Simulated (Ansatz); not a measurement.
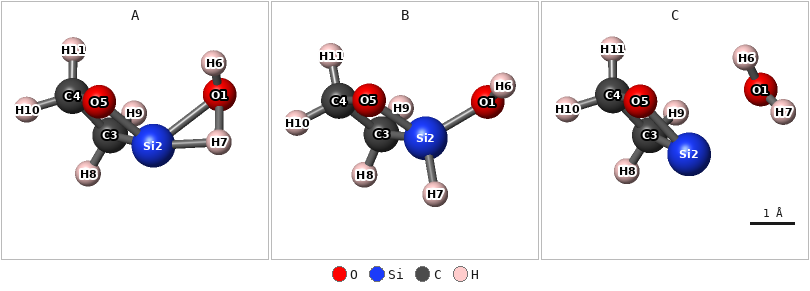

3 geometries from a converged minimum-energy path of C2H6O2Si, shuffled. Style: ball-and-stick. Shown from a free direction.

The calculation used RKS PBE-D4/def2-SVP in Ansatz. Run with 9 movable images; climbing image; force threshold 0.05 eV/Å; iteration limit 60; starting path through a guess of the saddle point.

**Which of them lies highest in energy?**

A. In order along the path, whose images run from 0 to 10: B (image 2, +0.07 eV), A (image 6, +2.87 eV), C (image 8, +2.05 eV). Breaking: O1–Si2 (1.67 → 1.95 at the top → 2.23 Å), Si2–H7 (1.50 → 1.63 at the top → 2.68 Å). Forming: O1–H7 (2.47 → 1.33 at the top → 0.98 Å).

The run took 4.6 min on 2 threads of Arm Neoverse V1, with other jobs on the host, peak memory 0.14 GiB.
